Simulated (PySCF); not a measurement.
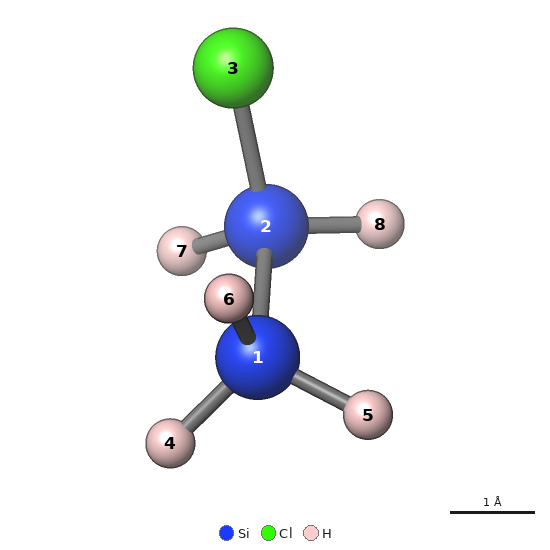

Orthographic view. Distant atoms are faded towards the background colour. The geometry was computed by an optimisation with PBE0-D3(BJ)/def2-SVP. No frequency run is at hand to confirm it as a minimum.

Give the geometry as a Z-matrix, atoms in numerical order, with these reference atoms: 2 to 1; 3 to 2, 1; 4 to 1, 2, 3; 5 to 1, 4, 2; 6 to 1, 5, 4; 7 to 2, 3, 6; 8 to 2, 7, 3.

```
Si 
Si   1   2.356
Cl   2   2.077   1   109.2
H    1   1.495   2   109.9   3   120.7
H    1   1.495   4   108.8   2  -120.4
H    1   1.493   5   109.4   4   119.5
H    2   1.492   3   107.8   6   120.9
H    2   1.492   7   108.8   3  -116.9
```
